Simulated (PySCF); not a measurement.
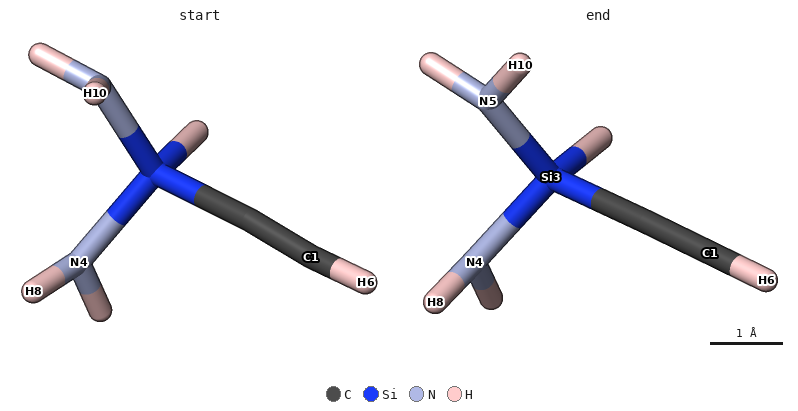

The structure of C₂H₆N₂Si before (left) and after (right) a relaxation, at one scale.

The picture is a stick view, seen at a tilt.

The start comes from GFN2-xTB. Its atoms were then displaced at random by about 0.01 Å.

Theory: PBE0-D3(BJ)/def2-SVP geometry optimisation, gas phase in PySCF 2.14.0, density-fitted response routines. 

Q: What changed between the two?

A: An H atom moves most after the best rigid fit: 0.57 Å. By element the largest moves are H 0.57 Å, N 0.28 Å, Si 0.10 Å, C 0.08 Å. Among the contacts that change: H–Si 1.450 → 1.496 Å, H–N 0.970 → 1.014 Å, C–H 1.053 → 1.076 Å, N–Si 1.741 → 1.720 Å. Bond angles that change, for instance: N–Si–H 111.0° → 118.3°, N–Si–N 113.6° → 108.1°, C–C–H 175.2° → 179.9°. Over 15 geometry steps the energy falls by 3.78 kcal/mol.
